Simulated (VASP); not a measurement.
Band structure of MoP (relaxed from the CsCl type structure, space group Pm-3m). All values below come from PBEsol GGA, VASP's PBE PAW potentials (set 64) (plane waves; VASP).

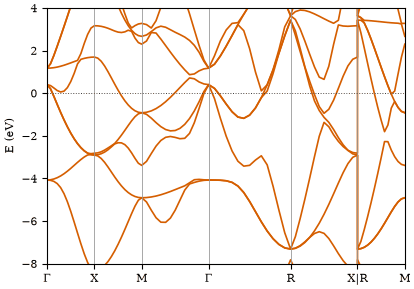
Bands along high-symmetry lines, zero at the valence-band maximum or, without a gap, the Fermi level

Problem. Read the plot: is there a gap, and where are the band edges?

Solution. It has no gap at this level: it comes out as a metal or semimetal. (Edges off the drawn lines would not show.)

The structure was generated: MoP was put into the CsCl type type (Pm-3m), which need not be its known phase. It was relaxed first, which changed the volume by -33 %. The electron count is odd and the run is not spin-polarised, which forces a metal.
